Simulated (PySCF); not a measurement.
Molecule: C₈H₁₁P, SMILES Cc1ccpc(C)c1C.

```xyz
20

C     -1.6987    -1.8263    -0.2212
C     -1.1133    -0.4432    -0.1846
C     -1.9799     0.6453    -0.3335
C     -1.5829     1.9745    -0.3333
P      0.0514     2.5102    -0.1602
C      0.8953     0.9875     0.0046
C      2.3898     1.1144     0.1652
C      0.2813    -0.2773    -0.0124
C      1.1191    -1.5215     0.1285
H     -1.2453    -2.4404    -1.0162
H     -1.5323    -2.3665     0.7257
H     -2.7819    -1.7916    -0.3990
H     -3.0450     0.4215    -0.4605
H     -2.3527     2.7440    -0.4568
H      2.7394     0.6807     1.1167
H      2.9323     0.6030    -0.6470
H      2.6967     2.1706     0.1537
H      2.1373    -1.3082     0.4712
H      0.6712    -2.2315     0.8394
H      1.2004    -2.0516    -0.8362
```

GIAO shifts, PBE0/pcSseg-1 (IEF-PCM water) with PySCF 2.14.0, at a PBE0-D3(BJ)/def2-SVP geometry (no frequency check), against TMS for ¹H computed at the same level. fully decoupled, line heights follow the number of nuclei, widths are arbitrary (no quadrupolar broadening); values of one conformer, averaged over methyl-type rotors and exact or near symmetry.

Question: How many ¹H lines appear, and where?

Answer: 5 signals.


```csv
δ (ppm),nuclei,atoms
8.73,1,H14
8.00,1,H13
2.84,3,"H15, H16, H17"
2.52,3,"H10, H11, H12"
2.46,3,"H18, H19, H20"
```

The order of signals that lie close, as those under 0.08 ppm apart, is within the error of the method.

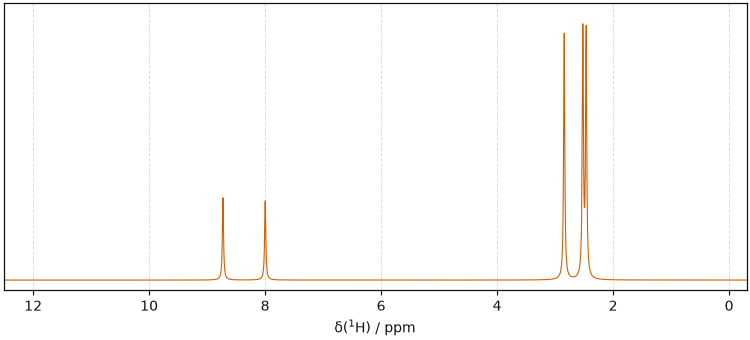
